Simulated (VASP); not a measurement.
Input:

```
CELL_PARAMETERS angstrom
      0.03635     4.06646     3.92952
      4.06646     0.03635     3.92952
      2.05141     2.05141     0.00000
ATOMIC_POSITIONS crystal
  Al 0.00000 0.00000 0.00000
  Ag 0.00000 0.50000 0.00000
  Ag 0.50000 0.00000 0.00000
  Ag 0.50000 0.50000 0.00000
```

Computed with PBEsol GGA, VASP's PBE PAW potentials (set 64) (plane waves; VASP 6.6.1). Run with 400 eV cut-off, 8×8×15 Γ-centred mesh, tetrahedra with Blöchl corrections, potentials Al Ag.

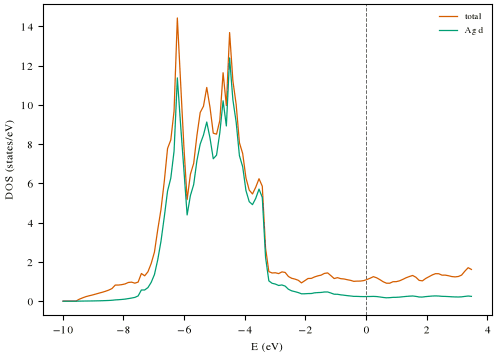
Fig. 1. Total and projected density of states, zero at the Fermi level

Within 2 eV below the Fermi level the largest weight inside VASP's projection spheres is Ag d, then Ag p.

It has no gap at this level: it comes out as a metal or semimetal.

The structure was generated: Ag3Al was put into an ordered model structure (Cmmm), which need not be its known phase. It was relaxed first.
